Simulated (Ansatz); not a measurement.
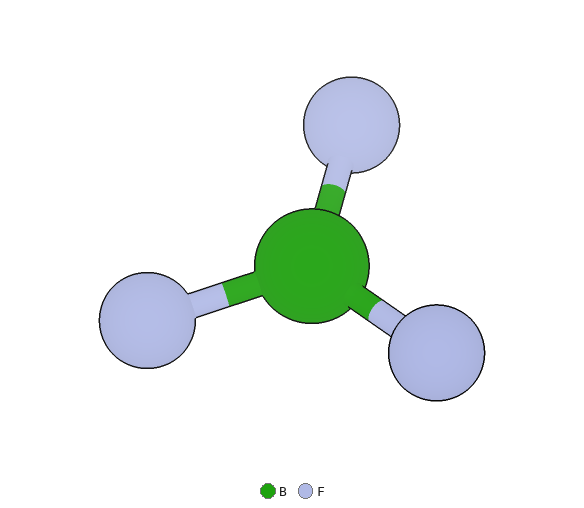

Computed geometry: PBE0-D4/def2-TZVP optimisation. Method: RKS PBE0-D4/def2-TZVPP (Ansatz 0.2.0).

Question: Give the HOMO energy (Kohn–Sham orbital) at this level.

Answer: −12.22 eV.

Question: Give the LUMO energy (Kohn–Sham orbital) at this level.

Answer: 0.46 eV.
